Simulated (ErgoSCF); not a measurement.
**MgSH (SMILES [Mg][SH]): a chain of runs**

Wanted: a single-point energy (UHF/STO-3G), then the energy (UHF/3-21G), then the energy (UHF/6-31G), then a single-point energy (UHF/6-31G*), then the energy (UHF/6-31G**), then a single-point energy (UHF/6-311G**) of MgSH. 

Program for the calculation: ErgoSCF 3.8.

1 further run of the same task is left out (set aside as unsound or not needed). Runs told in other sessions of the task aren't counted.

## 1. The molecule

The species is MgSH (3 atoms), meant as a doublet with charge 0. SMILES: `[Mg][SH]`. Geometry: relaxed at PBE0-D4/def2-TZVP.

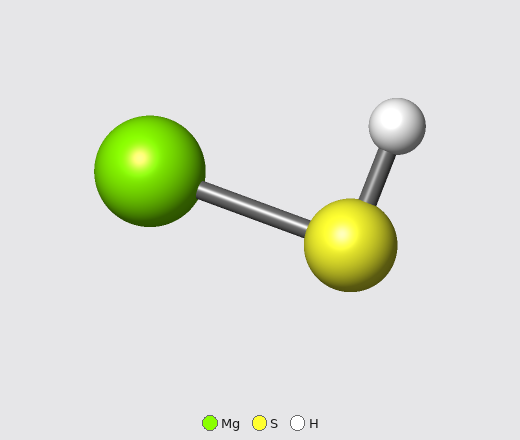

The structure, seen from a chosen angle (magnesium green, sulfur yellow, hydrogen white).

## 2. A single-point energy at UHF/STO-3G (run 1)

Input file run.inp:

```
set_nthreads("env")
charge = 0
spin_polarization = 1
scf.max_number_of_iterations = 70
scf.use_diagonalization = 1
basis = "STO-3G"
tmpdir = "."
scf.output_mulliken_pop = 1
molecule_inline Angstrom
Mg     1.366100    -0.566400     0.678300
S     -0.680600    -0.418400    -0.415200
H     -0.696400     0.920100    -0.276400
EOF
run "HF"
```

The basis set STO-3G is read from a file made from the Basis Set Exchange's data (not shown).

Started as:

```console
$ ergo run.inp
```

The program printed, shortened:

```text
[...]
INSC SCF_general constructor, number of basis functions: 19
[...]
INSC Energy   1 =       -528.50168510073
[...]
INDE E_LUMO =          0.30772346196
[...]
INSC Energy  14 =       -590.82001607894  ( diff     -0.000000000025921 )
[...]
RESC CONVERGED after  14 iterations.
RESC FINAL ENERGY:       -590.82001607894
RESC FINAL <S2> =          0.75531012227
[...]
INSC SCF: dipole_moment_x [atomic units] =       1.85024690
INSC SCF: dipole_moment_y [atomic units] =      -0.05012187
INSC SCF: dipole_moment_z [atomic units] =       0.99775231
[...]
```

Wall time 1.2 s (1 thread of Arm Neoverse V2, shared host); peak memory 0.31 GiB.

## 3. A single-point energy at UHF/3-21G (run 2)

Edit run.inp of step 2 so:

```diff
@@ -5,3 +5,3 @@
 scf.use_diagonalization = 1
-basis = "STO-3G"
+basis = "3-21G"
 tmpdir = "."
```

The basis set 3-21G is read from a file made from the Basis Set Exchange's data (not shown).

Started as:

```console
$ ergo run.inp
```

The program printed, shortened:

```text
[...]
INSC SCF_general constructor, number of basis functions: 28
[...]
INSC Energy   1 =       -411.32508410136
[...]
INDE E_LUMO =          0.00149086784
[...]
INSC Energy  19 =       -594.64224788565  ( diff     -0.000000000001137 )
[...]
RESC CONVERGED after  19 iterations.
RESC FINAL ENERGY:       -594.64224788565
RESC FINAL <S2> =          0.75285790221
[...]
INSC SCF: dipole_moment_x [atomic units] =       1.34087117
INSC SCF: dipole_moment_y [atomic units] =       0.26716803
INSC SCF: dipole_moment_z [atomic units] =       0.75648365
[...]
```

Wall time 1.7 s (1 thread of Arm Neoverse V2, shared host); peak memory 0.31 GiB.

Runs 3 to 5 aren't shown in full; the table further down has their settings and results.

## 4. A single-point energy at UHF/6-311G(d,p) (run 6)

Edit run.inp of step 3 so:

```diff
@@ -5,3 +5,3 @@
 scf.use_diagonalization = 1
-basis = "3-21G"
+basis = "6-311G**"
 tmpdir = "."
```

The basis set 6-311G** is read from a file made from the Basis Set Exchange's data (not shown).

Started as:

```console
$ ergo run.inp
```

The program printed, shortened:

```text
[...]
INSC SCF_general constructor, number of basis functions: 58
[...]
INSC Energy   1 =       -336.01557796736
[...]
INDE E_LUMO =          0.00253141336
[...]
INSC Energy  18 =       -597.75970656774  ( diff     -0.000000000008527 )
[...]
RESC CONVERGED after  18 iterations.
RESC FINAL ENERGY:       -597.75970656774
RESC FINAL <S2> =          0.75261999630
[...]
INSC SCF: dipole_moment_x [atomic units] =       1.12967032
INSC SCF: dipole_moment_y [atomic units] =       0.18601408
INSC SCF: dipole_moment_z [atomic units] =       0.63302797
[...]
```

Wall time 12 s (1 thread of Arm Neoverse V2, shared host); peak memory 0.31 GiB.

## 5. All runs side by side

```tsv
run	level	energy (Eh)	dipole moment (D)	⟨S²⟩	wall time
1	UHF/STO-3G	-590.820016	5.34	0.755	1.2 s
2	UHF/3-21G	-594.642248	3.97	0.753	1.7 s
3	UHF/6-31G	-597.684804	4.06	0.753	4.2 s
4	UHF/6-31G* (spherical functions)	-597.717186	3.22	0.753	8.7 s
5	UHF/6-31G** (spherical functions)	-597.721532	3.20	0.753	10 s
6	UHF/6-311G**	-597.759707	3.33	0.753	12 s
```

## 6. Summary of results

| quantity | value |
| --- | --- |
| run 6, UHF/6-311G**: total energy | -597.75971 Eh |
| run 6, UHF/6-311G**: dipole moment | 3.33 D |
| run 6, UHF/6-311G**: ⟨S²⟩ | 0.753 |

What this shows: The dipole moment (its size) runs from 3.20 D (UHF/6-31G**) to 5.34 D (UHF/STO-3G). In run 1 the basis is minimal, so the values are rough. All runs together took 38 s, the longest 12 s.
